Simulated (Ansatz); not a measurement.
Take BN in the zinc blende structure (space group F-43m, No. 216; a = 3.6247 Å) as the base.

The same geometry is solved again with PBE+SOC.

Levels (all Ansatz, an electronic-structure program, PAW): PBE+SOC (420 eV, spin-orbit coupling included); PBE (420 eV, without spin-orbit coupling).

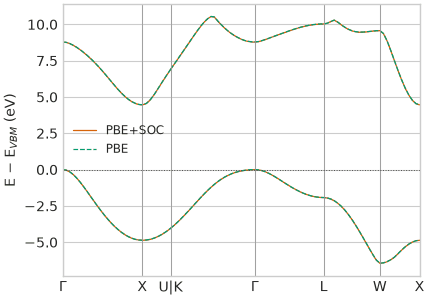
Fig. 1. Highest valence and lowest conduction band along the path, each from its own valence-band maximum

The gap is 4.46 eV, indirect, Γ → X; the base has 4.46 eV.

Single points use the geometry relaxed with PBE. Differences between runs with and without spin-orbit coupling are approximate. Stability against distortions was not tested.
